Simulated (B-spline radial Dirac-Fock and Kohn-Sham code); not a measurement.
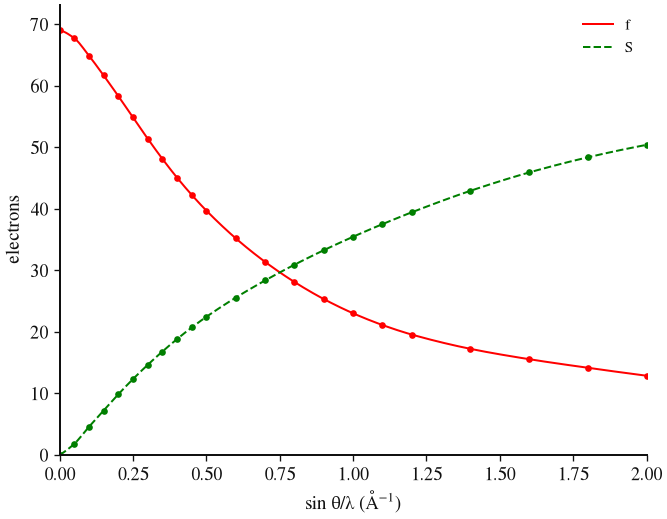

The X-ray form factor f and the incoherent scattering function S against sin θ/λ. Computed with a radial B-spline solver: the spherical Dirac–Fock density (average of configuration), S by Waller and Hartree.

Q: The nuclear charge is 69. What is the species?

A: Tm: f(0) = 69 electrons, so the charge is 69 − 69 = 0.
